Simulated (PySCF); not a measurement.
Potential energy curve for SMILES O (H₂O). The O1–H3 bond (O1 also carries H; H3 carries nothing else) is pulled apart rigidly from the PBE0/def2-TZVP optimised geometry.

RKS-TPSSh = restricted TPSSh/cc-pVTZ (PySCF); UHF/cc-pVTZ (PySCF); UKS-BLYP = unrestricted BLYP/cc-pVTZ (PySCF).

Magnitude of the dipole moment (D; its direction can reverse along the curve, and a method can change to another solution) and Mulliken charge of the fragment that holds O1:

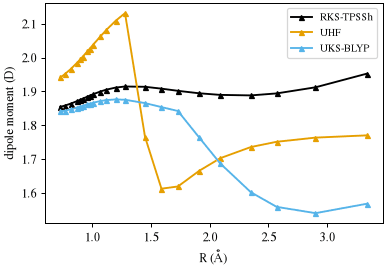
Figure. Dipole moment against bond length.

| R / Å | μ RKS-TPSSh | q RKS-TPSSh | μ UHF | q UHF | μ UKS-BLYP | q UKS-BLYP |
|---|---|---|---|---|---|---|
| 0.73 | 1.85 | -0.13 | 1.94 | -0.15 | 1.84 | -0.09 |
| 0.77 | 1.86 | -0.14 | 1.95 | -0.17 | 1.84 | -0.11 |
| 0.82 | 1.86 | -0.16 | 1.97 | -0.19 | 1.85 | -0.14 |
| 0.87 | 1.87 | -0.19 | 1.98 | -0.21 | 1.85 | -0.16 |
| 0.90 | 1.88 | -0.20 | 1.99 | -0.22 | 1.86 | -0.18 |
| 0.92 | 1.88 | -0.21 | 2.00 | -0.23 | 1.86 | -0.19 |
| 0.96 | 1.88 | -0.22 | 2.02 | -0.24 | 1.86 | -0.21 |
| 0.98 | 1.89 | -0.23 | 2.03 | -0.25 | 1.86 | -0.22 |
| 1.01 | 1.89 | -0.23 | 2.04 | -0.26 | 1.87 | -0.23 |
| 1.07 | 1.90 | -0.24 | 2.06 | -0.27 | 1.87 | -0.24 |
| 1.12 | 1.90 | -0.24 | 2.08 | -0.27 | 1.87 | -0.25 |
| 1.20 | 1.91 | -0.24 | 2.11 | -0.27 | 1.88 | -0.25 |
| 1.28 | 1.91 | -0.23 | 2.13 | -0.26 | 1.88 | -0.24 |
| 1.45 | 1.91 | -0.22 | 1.77 | -0.16 | 1.87 | -0.22 |
| 1.59 | 1.91 | -0.20 | 1.61 | -0.08 | 1.85 | -0.20 |
| 1.73 | 1.90 | -0.19 | 1.62 | -0.04 | 1.84 | -0.18 |
| 1.91 | 1.89 | -0.17 | 1.67 | -0.02 | 1.76 | -0.15 |
| 2.09 | 1.89 | -0.15 | 1.70 | -0.01 | 1.69 | -0.12 |
| 2.35 | 1.89 | -0.13 | 1.74 | 0.00 | 1.60 | -0.09 |
| 2.57 | 1.89 | -0.12 | 1.75 | 0.00 | 1.56 | -0.06 |
| 2.90 | 1.91 | -0.10 | 1.76 | 0.00 | 1.54 | -0.04 |
| 3.34 | 1.95 | -0.09 | 1.77 | 0.00 | 1.57 | -0.01 |

The restricted form behind RKS-TPSSh keeps the bonding electrons paired and can't separate into open-shell fragments. The unrestricted determinant behind UHF is spin-contaminated at 1.45 to 3.34 Å (<S²> up to 1.0, against 0.00 for a pure singlet). The unrestricted determinant behind UKS-BLYP is spin-contaminated at 1.91 to 3.34 Å (<S²> up to 1.0, against 0.00 for a pure singlet).
